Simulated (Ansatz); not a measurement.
## Profile along the Cu–Au line in Cu3Au (Cu3Au type)

Cu₃Au (Cu3Au type), conventional cell a = 3.781 Å, b = 3.781 Å, c = 3.781 Å, α = 90.00°, β = 90.00°, γ = 90.00°. The calculation uses the primitive cell of 4 atoms, to which meshes and values per cell refer.

Fields along a shortest Cu–Au line of a {100} plane (2.67 Å), from Cu to Au, interpolated on the slice's grid (step about 0.1 Å). All values below come from PBE (plane waves to 420 eV, PAW, scalar-relativistic; Ansatz, a program for electronic structure). k mesh 12×12×12. These are valence fields of a PAW run, semicore shells included where kept as valence: close to a nucleus they are smooth pseudo fields. Cu3Au is run without spin polarisation. Cu3Au was relaxed with its symmetry unable to fall. Spin-orbit coupling is left out, though Au is heavy.

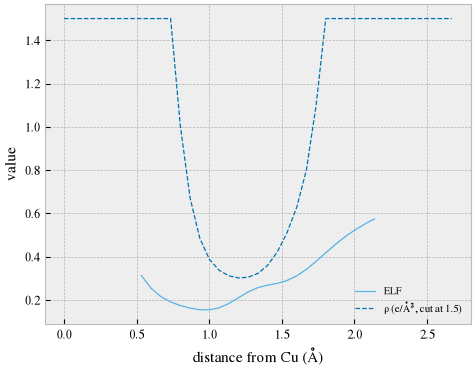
Fig. 1. ELF (away from the nuclei) and valence density from Cu to Au.

Density on the Cu–Au line (2.67 Å) at its density minimum, 1.2 Å from Cu: 0.30 e/Å³. ELF at that point: 0.2.
